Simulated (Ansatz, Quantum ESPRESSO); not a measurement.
# KSrBr3 (Pm-3m): modes at Γ and the response to a field, part 3 of 3

Aim: the zone-centre modes of KSrBr3 (Pm-3m).

Quantum ESPRESSO 7.5; DFT PBE, scalar-relativistic, plane waves, GBRV ultrasoft pseudopotentials.

So far, lowest optical zone-centre mode (cm⁻¹): step 6 (modes with the sum rule) -52.8; step 7 (ASR crystal) -52.5. The relaxed cell has a = 5.945 Å (conventional setting).

The structure was built from a prototype and need not be the compound's stable phase.

### 8. Sum rules set otherwise: a sum rule for molecules or wires on a crystal

This rule also removes rotations, which suits wires and not a crystal; it is tried to see the harm.

dynmat.in reads:

```
&input
   fildyn = 'g.dyn'
   asr = 'one-dim'
   fileig = 'dynmat.eig'
   lperm = .true.
/
```

Command:

```console
$ dynmat.x -in dynmat.in > dynmat.out
```

Numbers of over 12 decimals in the logs are rounded to 6 here.

Log:

```text
[banner, memory and clock lines left out]
Program DYNMAT v.7.5

     Reading Dynamical Matrix from file g.dyn
     ...Force constants read
     ...epsilon and Z* read
asr rotation axis in 1D system=    3
     Acoustic Sum Rule: || Z*(ASR) - Z*(orig)|| =    4.053169E-01
     Acoustic Sum Rule: ||dyn(ASR) - dyn(orig)||=    1.995769E-02
     A direction for q was not specified:TO-LO splitting will be absent

     Polarizability (A^3 units)
     multiply by 0.644448 for Clausius-Mossotti correction
        27.675141    0.000000    0.000000
         0.000000   27.675141    0.000000
         0.000000    0.000000   27.675141

     IR activities are in (D/A)^2/amu units

# mode   [cm-1]    [THz]      IR
    1    -52.47   -1.5731    1.5341
    2    -52.47   -1.5731    1.5341
    3    -44.11   -1.3224    1.1981
    4    -18.76   -0.5623    0.0000
    5    -18.76   -0.5623    0.0000
    6     -0.00   -0.0000    0.0000
    7     -0.00   -0.0000    0.0000
    8      0.00    0.0000    0.0000
    9      0.00    0.0000    0.0000
   10     38.06    1.1411    0.2873
   11     54.68    1.6393    0.0975
   12     54.68    1.6393    0.0975
   13    172.72    5.1779    2.4154
   14    173.04    5.1876    2.4940
   15    173.04    5.1876    2.4940

Electronic dielectric permittivity tensor (relative, adimensional)
         2.655147    0.000000    0.000000
         0.000000    2.655147    0.000000
         0.000000    0.000000    2.655147

 ... with zone-center polar mode contributions
         4.660647   -0.829002    0.000000
        -0.829002    4.660647    0.000000
         0.000000    0.000000    3.831645

[end of the log left out, with the tail of the file of modes that dynmat.x writes under the same name]
```

The job ended after 0.84 s (1 thread of AMD EPYC 7R13 (Zen 3), shared host).

The run ended normally, but on settings that are not sound.

The fault: a sum rule for molecules or wires on a crystal; 1 optical mode is projected out to zero frequency, as if it were a rotation.

For a crystal the rule has to be 'simple' or 'crystal'.

Zone-centre frequencies as printed; negative means imaginary. Modes:

| mode | frequency (cm⁻¹) |
| --- | --- |
| 1 | -52.47 |
| 2 | -52.47 |
| 3 | -44.11 |
| 4 | -18.76 |
| 5 | -18.76 |
| 6 | 0 |
| 7 | 0 |
| 8 | 0 |
| 9 | 0 |
| 10 | 38.06 |
| 11 | 54.68 |
| 12 | 54.68 |
| 13 | 172.7 |
| 14 | 173 |
| 15 | 173 |

### 9. Modes along a direction of q (1 0 0)

A longitudinal polar mode sets up a macroscopic field that stiffens it; the term hangs on the direction from which q goes to zero.

dynmat.in reads:

```
&input
   fildyn = 'g.dyn'
   asr = 'simple'
   fileig = 'dynmat.eig'
   q(1) = 1.0
   q(2) = 0.0
   q(3) = 0.0
/
```

Command:

```console
$ dynmat.x -in dynmat.in > dynmat.out
```

Log:

```text
[banner, memory and clock lines left out]
Program DYNMAT v.7.5

     Reading Dynamical Matrix from file g.dyn
     ...Force constants read
     ...epsilon and Z* read

     Polarizability (A^3 units)
     multiply by 0.644448 for Clausius-Mossotti correction
        27.675141    0.000000    0.000000
         0.000000   27.675141    0.000000
         0.000000    0.000000   27.675141

     IR activities are in (D/A)^2/amu units

# mode   [cm-1]    [THz]      IR
    1    -52.78   -1.5823    1.5324
    2    -52.78   -1.5823    1.5324
    3    -18.66   -0.5595    0.0000
    4    -18.66   -0.5595    0.0000
    5    -18.66   -0.5595    0.0000
    6     -0.00   -0.0000    0.0000
    7     -0.00   -0.0000    0.0000
    8      0.00    0.0000    0.0000
    9     32.49    0.9741    0.5140
   10     54.77    1.6419    0.0993
   11     54.77    1.6419    0.0993
   12     61.64    1.8478    0.3522
   13    173.11    5.1897    2.4939
   14    173.11    5.1897    2.4939
   15    202.73    6.0776    3.2593

[end of the log left out, with the tail of the file of modes that dynmat.x writes under the same name]
```

The job ended after 0.8 s (1 thread).

Numbers from this step:

| Property | Result |
| --- | --- |
| highest mode moved by the LO-TO term | 202.7 cm⁻¹ |

Zone-centre frequencies as printed; negative means imaginary. Modes:

| mode | frequency (cm⁻¹) |
| --- | --- |
| 1 | -52.78 |
| 2 | -52.78 |
| 3 | -18.66 |
| 4 | -18.66 |
| 5 | -18.66 |
| 6 | 0 |
| 7 | 0 |
| 8 | 0 |
| 9 | 32.49 |
| 10 | 54.77 |
| 11 | 54.77 |
| 12 | 61.64 |
| 13 | 173.1 |
| 14 | 173.1 |
| 15 | 202.7 |

The field moves 3 modes; the highest of them now lies at 203 cm⁻¹, where the highest that moved away lay at 173.

### 10. A second program

The same cell goes through another code, with its own cutoff. The potentials differ. Its k mesh is centred on Γ.

This step: DFT PBE, scalar-relativistic, plane waves, PseudoDojo norm-conserving pseudopotentials (Ansatz 0.2.0).

input.yaml reads:

```yaml
crystal:
  lattice:
    - [5.945034234, 0.0, 0.0]
    - [0.0, 5.945034234, 0.0]
    - [0.0, 0.0, 5.945034234]
  atoms:
    - { symbol: K, position: [0.0, 0.0, 0.0] }
    - { symbol: Sr, position: [0.5, 0.5, 0.5] }
    - { symbol: Br, position: [0.0, 0.5, 0.5] }
    - { symbol: Br, position: [0.5, 0.0, 0.5] }
    - { symbol: Br, position: [0.5, 0.5, 0.0] }
kpoints:
  mp_grid: { grid: [4, 4, 4] }
hamiltonian:
  xc: pbe
  pseudopotentials: { kind: nc, accuracy: standard }
scf:
  occupations: { method: fixed }
output:
  eigenvalues: true
phonons:
  method: dfpt
  dielectric: true
  rigid_motions: translations
```

Command:

```console
$ ansatz run input.yaml --threads 4 --pin off --max-ram 8192MiB --backend cpu --events-out ev --progress --plain --runs-dir out
```

Log:

```text
Engine: ansatz 0.2.0, x86_64-unknown-linux-gnu
Pseudopotentials: kind: nc
Pseudopotential: K, nc, valence charge 9, recommended cutoff 1006.821291 eV (normal), K.nc.azcp (PseudoDojo's, or run here from an input of PseudoDojo's; its table is named by hamiltonian.pseudopotentials.accuracy)
Pseudopotential: Sr, nc, valence charge 10, recommended cutoff 925.187132 eV (normal), Sr.nc.azcp (PseudoDojo's, or run here from an input of PseudoDojo's; its table is named by hamiltonian.pseudopotentials.accuracy)
Pseudopotential: Br, nc, valence charge 7, recommended cutoff 625.861884 eV (normal), Br.nc.azcp (PseudoDojo's, or run here from an input of PseudoDojo's; its table is named by hamiltonian.pseudopotentials.accuracy)
Functional definition: PBE
  parameter kappa = 0.804
  parameter beta = 0.066725
  exchange = pbe_x(kappa = kappa, mu = beta*pi^2/3)
  correlation = pbe_c(beta = beta)
Crystal: 5 atoms, lattice volume = 210.118 Å³
Basis set: ecut = 1006.821291 eV, 15275 PW (Γ), exchange–correlation on 128×128×128 points (8 copies of the dense FFT grid, shifted against one another)
Bands: 25, of which v1, the nominal top of the filled ones, is band 20 counted from 1 (19 counted from 0)
Symmetry: 48 space group operations
k-points: 30 of 64 (irreducible under 2 space group operations, time reversal used)
Non-local potential: K, projectors of the file, l = 0: 2, l = 1: 2, l = 2: 2
Non-local potential: Sr, projectors of the file, l = 0: 2, l = 1: 2, l = 2: 2
Non-local potential: Br, projectors of the file, l = 0: 2, l = 1: 2, l = 2: 2
Initial density: superposition of atomic densities (chi_scale 0.1, normalization cell, long waves kept (reshape's long-wave potential 0.01 eV rms))
Initial wavefunctions: pseudopotential atomic-orbital guess
Functional: x = pbe(κ = 0.804, μ = 0.219515), c = pbe(β = 0.066725)
SCF iter   1: F=—  HF=-3045.003210 eV  |F-HF|=—  |Δ(HF+E_count)|=         —  Δρ=3.08e-2  dr2=3.85e0  ethr=3.10e-3  ⟨swp⟩=9.0  Hψ=4407  notcnv=0  defer=74
preconditioner: auto → Resta (q_TF=auto, 2.069 Å⁻¹)  ε∞=4.4  [insulator: Δε(μ)=2.935 eV  Ē_g=5.858 eV  n_scr=26 (ndim 8)  ℏωp=10.9 eV  f_vac=0.006  ε∞_Penn≈4.4]
SCF iter   2: F=—  HF=-3043.682054 eV  |F-HF|=—  |Δ(HF+E_count)|=    1.32e0  Δρ=1.35e-2  dr2=9.20e-1  ethr=3.10e-3  ⟨swp⟩=5.3  Hψ=1968  notcnv=0  defer=73
SCF iter   3: F=—  HF=-3043.319340 eV  |F-HF|=—  |Δ(HF+E_count)|=   3.63e-1  Δρ=3.92e-3  dr2=5.31e-2  ethr=2.30e-3  ⟨swp⟩=5.0  Hψ=1824  notcnv=0  defer=85
SCF iter   4: F=—  HF=-3043.324107 eV  |F-HF|=—  |Δ(HF+E_count)|=   4.77e-3  Δρ=7.55e-4  dr2=1.99e-3  ethr=1.33e-4  ⟨swp⟩=4.6  Hψ=1757  notcnv=0  defer=85
SCF iter   5: F=—  HF=-3043.326232 eV  |F-HF|=—  |Δ(HF+E_count)|=   2.13e-3  Δρ=2.50e-4  dr2=1.76e-4  ethr=4.97e-6  ⟨swp⟩=4.1  Hψ=1430  notcnv=0  defer=83
SCF iter   6: F=—  HF=-3043.326702 eV  |F-HF|=—  |Δ(HF+E_count)|=   4.70e-4  Δρ=4.78e-5  dr2=1.25e-5  ethr=4.41e-7  ⟨swp⟩=3.7  Hψ=1442  notcnv=0  defer=80
SCF iter   7: F=—  HF=-3043.326718 eV  |F-HF|=—  |Δ(HF+E_count)|=   1.58e-5  Δρ=1.64e-5  dr2=2.17e-6  ethr=3.13e-8  ⟨swp⟩=2.2  Hψ=1083  notcnv=0  defer=80
SCF iter   8: F=—  HF=-3043.326926 eV  |F-HF|=—  |Δ(HF+E_count)|=   2.08e-4  Δρ=3.77e-6  dr2=3.92e-8  ethr=5.42e-9  ⟨swp⟩=2.4  Hψ=1200  notcnv=0  defer=76
SCF iter   9: F=—  HF=-3043.326926 eV  |F-HF|=—  |Δ(HF+E_count)|=   4.88e-8  Δρ=7.33e-7  dr2=1.82e-9  ethr=9.79e-11  ⟨swp⟩=2.6  Hψ=1381  notcnv=0  defer=76
SCF iter  10: F=—  HF=-3043.326926 eV  |F-HF|=—  |Δ(HF+E_count)|=   4.42e-9  Δρ=2.33e-7  dr2=1.72e-10  ethr=4.54e-12  ⟨swp⟩=3.1  Hψ=1445  notcnv=0  defer=76
SCF iter  11: F=-3043.326926 eV  HF=-3043.326926 eV  |F-HF|=1.50e-11  |Δ(HF+E_count)|=  2.63e-10  Δρ=5.51e-8  dr2=1.05e-11  ethr=1.00e-12  ⟨swp⟩=26.5  Hψ=8804  notcnv=0
SCF 1 converged in 11 iterations: F = -3043.326926 eV  dr2 = 1.05e-11
DFPT response loops at Γ: preconditioner auto → none (the input reference at scf.mixing.eps_inf says where Resta's filter doesn't serve); β = 0.50; Broyden in place of MSR1
── the response to a field inside a basis, on 4×4×4 k-points: an SCF that follows is theirs, and a resumed run solves both again ──
Bands: 21, of which v1, the nominal top of the filled ones, is band 20 counted from 1 (19 counted from 0)
k-points: 4 of 64
Initial density: handed on by an earlier stage of this run
Initial wavefunctions: pseudopotential atomic-orbital guess (no wavefunctions were taken with the density)
Eigensolver: Dense (4 Hₖ)
SCF iter   1: F=—  HF=-3043.314591 eV  |F-HF|=—  |Δ(HF+E_count)|=         —  Δρ=6.55e-5  dr2=2.13e-6  ethr=1.00e-1
preconditioner: auto → Resta (q_TF=auto, 2.069 Å⁻¹)  ε∞=2.6  [insulator: Δε(μ)=4.242 eV  Ē_g=12.307 eV  n_scr=26 (ndim 8)  ℏωp=15.4 eV  f_vac=0.126  ε∞_Penn≈2.6]
SCF iter   2: F=—  HF=-3043.314596 eV  |F-HF|=—  |Δ(HF+E_count)|=   5.23e-6  Δρ=3.44e-5  dr2=5.74e-7  ethr=5.34e-9
SCF iter   3: F=-3043.314599 eV  HF=-3043.314599 eV  |F-HF|=1.74e-8  |Δ(HF+E_count)|=   2.26e-6  Δρ=1.96e-6  dr2=8.14e-9  ethr=1.43e-9
SCF 1 converged in 3 iterations: F = -3043.314599 eV  dr2 = 8.14e-9
DFPT response loops at Γ: mixed as the last ones told, above
SCF converged after 11 iterations
Free energy (F): -3043.326926 eV
Harris-Foulkes:  -3043.326926 eV  (|F-HF|=1.50e-11)
Internal energy: -3043.326926 eV  (E = F + TS)
E sigma→0 (E₀):  -3043.326926 eV
Fermi energy:    0.957589 eV
--- Per-component energies (eV) ---
  E_band       = -344.589112
  E_kinetic    = 887.770799
  E_local      = -2385.412655  (includes V_loc(G=0)·N_el)
  E_nonlocal   = 429.319092
  E_hartree    = 676.999512
  E_xc         = -827.258063
  E_vxc        = -630.265363  (∫ρ·V_xc dr)
  E_ewald      = -1824.745612
  E_smearing   = -0.000000  (= −TS)
  E_closure    = 0.000000  (closes the sum)
  Σ components = -3043.326926   (vs F -3043.326926, Δ=0.00e0)
--- Band table (eV; the first three rows and the last of 30) ---
  k-point 0: bands = [... 16 lower, 0.5033, 0.7068, 0.7068, 0.7068, 4.7040, 6.2153, 6.2153, 6.2153, ... 1 higher]
  k-point 1: bands = [... 16 lower, 0.3926, 0.4504, 0.6566, 0.6566, 5.2516, 6.3007, 6.7066, 6.7066, ... 1 higher]
  k-point 2: bands = [... 16 lower, 0.2172, 0.3995, 0.6349, 0.6349, 6.3365, 6.3996, 6.4324, 7.3852, ... 1 higher]
  k-point 29: bands = [... 16 lower, -0.3783, 0.9576, 0.9576, 0.9576, 6.0331, 7.3786, 7.3786, 7.3786, ... 1 higher]
--- Phonons (Γ-DFPT): 4 representative perturbations + reference, on 30 of 64 k-points (Σ response iterations 15) ---
  k mesh reduced under 2 symmetry operations, with k and −k counted as one. Each operation leaves every solved perturbation unchanged. A smaller set is not considered because the run solves the response to a homogeneous field
  ASR residual: 1.111e-4 → 0.000e0 eV/Å²; symmetrization residual: 4.876e-6 eV/Å²
  ASR residual per site (eV/Å²): 1.11e-4 4.13e-5 5.46e-5 5.46e-5 5.46e-5
  Γ frequencies (cm⁻¹): -52.59 -52.59 -52.59 -18.65 -18.65 -18.65 0.00 0.00 0.00 54.91 54.91 54.91 172.88 172.88 172.88
  ε∞ (high-frequency dielectric tensor):
        2.651338     0.000000     0.000000
        0.000000     2.651338     0.000000
        0.000000     0.000000     2.651338
  softest optical mode at Γ: -52.59 cm⁻¹; the repairs (sum rule, projections) moved no ω² at Γ by more than (1.13 cm⁻¹)²
  Born effective charges Z* (e; rows j = field, columns β = displacement):
    site 0:
         1.30364   -0.00000   -0.00000
        -0.00000    1.30364    0.00000
        -0.00000    0.00000    1.30364
    site 1:
         2.42090   -0.00000   -0.00000
         0.00000    2.42090    0.00000
         0.00000    0.00000    2.42090
    site 2:
        -1.99914   -0.00000   -0.00000
        -0.00000   -0.86270    0.00000
        -0.00000    0.00000   -0.86270
    site 3:
        -0.86270    0.00000    0.00000
         0.00000   -1.99914    0.00000
        -0.00000    0.00000   -0.86270
    site 4:
        -0.86270    0.00000    0.00000
        -0.00000   -0.86270    0.00000
        -0.00000    0.00000   -1.99914
  Z* charge neutrality: 1.363e-2 e pre-enforcement
  solved inside a basis spanned on kpoints, on 4×4×4 k-points, its susceptibility summed on 8×8×8: ε∞ is read to err by 7.5e-3, Z* by 1.8e-2 e (field_mesh: kpoints solves on kpoints); Z* is corrected for what the basis lacks
  optical modes at Γ without the LO–TO term, one row a degenerate level:
      ω (cm⁻¹)  modes    IR ((D/Å)²/amu)
        -52.59      3             4.6448
        -18.65      3             0.0000
         54.91      3             0.3046
        172.88      3             7.4397
  optical modes at Γ + LO–TO along q̂ = [1.0000, 0.0000, 0.0000]:
      ω (cm⁻¹)  modes    IR ((D/Å)²/amu)
        -52.59      2             3.0965
        -18.65      3             0.0000
         33.18      1             0.5082
         54.91      2             0.2031
         62.01      1             0.3663
        172.88      2             4.9598
        202.49      1             3.2552
  optical modes at Γ + LO–TO along q̂ = [0.0000, 1.0000, 0.0000]:
      ω (cm⁻¹)  modes    IR ((D/Å)²/amu)
        -52.59      2             3.0965
        -18.65      3             0.0000
         33.18      1             0.5082
         54.91      2             0.2031
         62.01      1             0.3663
        172.88      2             4.9598
        202.49      1             3.2552
  optical modes at Γ + LO–TO along q̂ = [0.0000, 0.0000, 1.0000]:
      ω (cm⁻¹)  modes    IR ((D/Å)²/amu)
        -52.59      2             3.0965
        -18.65      3             0.0000
         33.18      1             0.5082
         54.91      2             0.2031
         62.01      1             0.3663
        172.88      2             4.9598
        202.49      1             3.2552
```

Run time: 79 s. Hardware: 4 threads; peak memory 2.9 GiB; 5 min of CPU time.

Read from the output:

```yaml
sum_rule_residual_before_enforcement: 1.11e-4 eV/Å²
miss_of_the_charge_sum_rule: 0.01363 e
estimated_error_of_the_dielectric_tensor: 0.007487
estimated_error_of_the_born_charges: 0.01838 e
highest_optical_zone_centre_mode_no_lo_to_term: 172.9 cm⁻¹
lowest_optical_zone_centre_mode: -52.59 cm⁻¹
mean_high_frequency_dielectric_constant: 2.651
largest_born_charge_in_size_third_of_the_trace: 2.421 e
highest_mode_moved_by_the_lo_to_term: 202.5 cm⁻¹
```

Transverse modes; imaginary modes left out. Infrared lines, with heights relative to the strongest:

| position (cm⁻¹) | label | IR intensity ((D/Å)²/amu), degenerate modes summed, relative |
| --- | --- | --- |
| 55 | T1u | 4.1 |
| 173 | T1u | 100 |

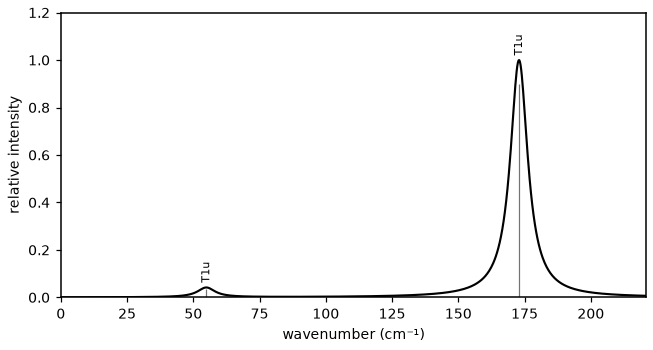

The infrared spectrum, broadened with Lorentzians of width 8 cm⁻¹; bars mark the lines.

### 11. Side by side: QE GBRV and Ansatz, PseudoDojo

Worked out from the results:

| Property | Result |
| --- | --- |
| root-mean-square difference | 0.16 cm⁻¹ |
| largest difference | 0.23 cm⁻¹ |

The 12 of 12 modes that differ most. Frequencies side by side:

| q (reciprocal lattice) | mode | QE GBRV (cm⁻¹) | Ansatz, PseudoDojo (cm⁻¹) |
| --- | --- | --- | --- |
| 0 0 0 | 1 | -52.78 | -52.59 |
| 0 0 0 | 2 | -52.78 | -52.59 |
| 0 0 0 | 3 | -52.78 | -52.59 |
| 0 0 0 | 4 | -18.66 | -18.65 |
| 0 0 0 | 5 | -18.66 | -18.65 |
| 0 0 0 | 6 | -18.66 | -18.65 |
| 0 0 0 | 10 | 54.77 | 54.91 |
| 0 0 0 | 11 | 54.77 | 54.91 |
| 0 0 0 | 12 | 54.77 | 54.91 |
| 0 0 0 | 13 | 173.1 | 172.9 |
| 0 0 0 | 14 | 173.1 | 172.9 |
| 0 0 0 | 15 | 173.1 | 172.9 |

The two runs side by side. Further quantities:

| quantity | QE GBRV | Ansatz, PseudoDojo |
| --- | --- | --- |
| mean ε∞ | 2.655 | 2.651 |
| largest Born charge in size (e; the first before, the second after the charge sum rule) | 2.416 | 2.421 |

At the zone centre the largest difference (acoustic modes at Γ apart) is 0.1 % of the highest mode.

### 12. Outcome

```json
{
  "space group after relaxation": "Pm-3m",
  "volume per atom": "42.0 Å³",
  "gap on the k-mesh": "3.75 eV",
  "highest optical zone-centre mode (no LO-TO term)": "173.1 cm⁻¹",
  "lowest optical zone-centre mode": "-52.8 cm⁻¹",
  "highest mode moved by the LO-TO term": "202.7 cm⁻¹",
  "mean high-frequency dielectric constant": "2.66",
  "largest Born charge in size (third of the trace)": "2.42 e",
  "imaginary optical modes at the zone centre (no q mesh in this session)": "yes",
  "largest difference from Ansatz, PseudoDojo": "0.23 cm⁻¹"
}
```

In words: At the PBE level the optical modes of KSrBr3 (Pm-3m) at the zone centre (no LO-TO term) run from 53i to 173 cm⁻¹, so the structure is a saddle point, with 6 modes beyond 10i cm⁻¹ there. Along the directions run, the highest mode that the macroscopic field moves lies at 203 cm⁻¹. Of the 12 optical modes, 9 are infrared active alone and 3 are silent. QE GBRV and Ansatz, PseudoDojo agree to 0.23 cm⁻¹ (0.1 % of the highest mode compared) on all solved modes but the acoustic ones at Γ, without the LO-TO term. These are harmonic frequencies at zero temperature: anharmonic shifts and linewidths and thermal expansion are left out. The structure is a hypothetical one, built on a prototype.

[Host names and launcher messages were left out of these logs when they were recorded.]

[Logs are printed without paths, hosts, clocks, repeated set-up lines and the standing remarks that a program may print on its own settings, such as how far it seeks lower states.]

[Hosts, paths, dates, database ids (printed as entryN), source tags and the programs' standing remarks are cut or masked in the printed files.]
